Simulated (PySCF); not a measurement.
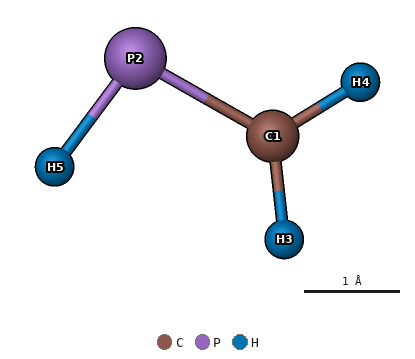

The input geometry of run A (ball-and-stick view, seen on its broad side; atoms are numbered from 1 in the order of the input). Bond lengths as drawn: C–H 1.09 to 1.10 Å, C–P 1.67 Å and H–P 1.44 Å.

## CH3P: a changed input and its effect

System: CH3P (phosphethene), SMILES C=P.
Method of run A: GIAO PBE0/pcSseg-1 NMR shielding, non-relativistic, IEF-PCM chloroform (PySCF 2.14.0).

The geometry comes from this level: PBE0-D3(BJ)/def2-SVP. Text and figures count atoms from 1; the logs count them from 0 in places.

**The input, run A**
```
{"job": {"kind": "nmr", "xc": "PBE0", "basis": "pcSseg-1", "solvent": "chloroform", "pop": true}, "charge": 0, "multiplicity": 1}
C     -0.384013     0.056740    -0.233394
P      1.038963    -0.758010     0.061426
H     -0.465195     1.046268    -0.694647
H     -1.334192    -0.413095     0.045748
H      1.937769     0.233402    -0.460136
```

The first line tells a small driver script what to run in PySCF; the rest is the geometry in Å.

Launched with:
```bash
OMP_NUM_THREADS=1 python <driver script> task.json out
```

Hardware: 1 CPU thread, shared host.

**Output (run A)**
```
coarse grid: 4576 points
cycle   1  E = -380.9927610851  dE = -1.240e-02  |g| = 2.124e-01  |ddm| = 1.977e+00
cycle   2  E = -380.9754946258  dE =  1.727e-02  |g| = 3.147e-01  |ddm| = 4.010e-01
cycle   3  E = -381.0043082184  dE = -2.881e-02  |g| = 4.083e-02  |ddm| = 2.815e-01
cycle   4  E = -381.0048383023  dE = -5.301e-04  |g| = 9.838e-03  |ddm| = 6.055e-02
cycle   5  E = -381.0048624188  dE = -2.412e-05  |g| = 1.105e-03  |ddm| = 1.276e-02
cycle   6  E = -381.0048626666  dE = -2.478e-07  |g| = 5.005e-05  |ddm| = 1.299e-03
final grid: 39256 points
cycle   7  E = -381.0175813360  dE = -3.682e-06  |g| = 5.248e-03  |ddm| = 1.143e-02
cycle   8  E = -381.0175628985  dE =  1.844e-05  |g| = 9.581e-03  |ddm| = 1.170e-02
cycle   9  E = -381.0175893161  dE = -2.642e-05  |g| = 1.041e-04  |ddm| = 7.910e-03
cycle  10  E = -381.0175893195  dE = -3.419e-09  |g| = 6.424e-05  |ddm| = 2.037e-04
cycle  11  E = -381.0175893208  dE = -1.239e-09  |g| = 1.312e-05  |ddm| = 7.783e-05
cycle  12  E = -381.0175893208  dE = -4.957e-11  |g| = 1.999e-06  |ddm| = 1.981e-05
converged SCF energy = -381.0175893208

GIAO shielding tensors (ppm)
atom      isotropic    diamagn.    paramagn.     s11        s22        s33       span
  0 C      -15.327     260.065    -275.392   -235.327      7.113    182.233    417.560
  1 P       49.091     966.632    -917.541   -434.417     98.712    482.978    917.394
  2 H       22.233      30.711      -8.478     14.029     23.534     29.136     15.107
  3 H       22.382      30.470      -8.088     14.531     24.902     27.714     13.183
  4 H       24.305      28.952      -4.647     23.294     23.450     26.171      2.877
```

The input of run B differs as follows (lines with − go, lines with + come):
```diff
-"solvent": "chloroform"
-"pop": true
+"solvent": "dichloromethane"
+"pop": false
```

How does run B compare with run A?

The total energy of run B is 0.21 kcal/mol lower: the change of the electrostatic solvation energy at this fixed geometry, without cavity or dispersion terms. The dipole moment goes from 1.28 to 1.33 D. Of all shieldings, the largest change is that of P2, by +1.1 ppm. The number of SCF iterations is the same.

**Output (run B)**
```
coarse grid: 4576 points
cycle   1  E = -380.9931206262  dE = -1.273e-02  |g| = 2.119e-01  |ddm| = 1.977e+00
cycle   2  E = -380.9766790531  dE =  1.644e-02  |g| = 3.111e-01  |ddm| = 3.976e-01
cycle   3  E = -381.0047200116  dE = -2.804e-02  |g| = 3.825e-02  |ddm| = 2.734e-01
cycle   4  E = -381.0051794599  dE = -4.594e-04  |g| = 9.708e-03  |ddm| = 5.744e-02
cycle   5  E = -381.0052030495  dE = -2.359e-05  |g| = 1.112e-03  |ddm| = 1.270e-02
cycle   6  E = -381.0052033098  dE = -2.603e-07  |g| = 5.587e-05  |ddm| = 1.343e-03
final grid: 39256 points
cycle   7  E = -381.0179199632  dE = -3.791e-06  |g| = 5.193e-03  |ddm| = 1.138e-02
cycle   8  E = -381.0179027956  dE =  1.717e-05  |g| = 9.358e-03  |ddm| = 1.146e-02
cycle   9  E = -381.0179278047  dE = -2.501e-05  |g| = 1.034e-04  |ddm| = 7.621e-03
cycle  10  E = -381.0179278076  dE = -2.897e-09  |g| = 6.497e-05  |ddm| = 1.825e-04
cycle  11  E = -381.0179278088  dE = -1.240e-09  |g| = 1.442e-05  |ddm| = 7.346e-05
cycle  12  E = -381.0179278089  dE = -5.724e-11  |g| = 2.268e-06  |ddm| = 2.275e-05
converged SCF energy = -381.0179278089

GIAO shielding tensors (ppm)
atom      isotropic    diamagn.    paramagn.     s11        s22        s33       span
  0 C      -15.996     260.109    -276.105   -236.149      5.662    182.498    418.648
  1 P       50.185     966.701    -916.517   -431.108     97.979    483.683    914.791
  2 H       22.187      30.669      -8.482     13.989     23.497     29.075     15.085
  3 H       22.342      30.441      -8.099     14.473     24.864     27.689     13.216
  4 H       24.282      28.929      -4.646     23.233     23.420     26.194      2.962
```

**The two runs side by side**

| quantity | run A | run B |
| --- | --- | --- |
| outcome | converged | converged |
| total energy (hartree) | −381.017589 | −381.017928 |
| HOMO (eV) | −7.78 | −7.78 |
| LUMO (eV) | −1.72 | −1.71 |
| dipole moment (D) | 1.28 | 1.33 |
| shielding of C1 (ppm) | −15.3 | −16.0 |
| shielding of P2 (ppm) | 49.1 | 50.2 |
| shielding of H3 (ppm) | 22.2 | 22.2 |
| shielding of H4 (ppm) | 22.4 | 22.3 |
| shielding of H5 (ppm) | 24.3 | 24.3 |
| SCF iterations | 12 | 12 |
| basis functions | 56 | 56 |
| wall time (shared host) | 1.7 s | 0.87 s |
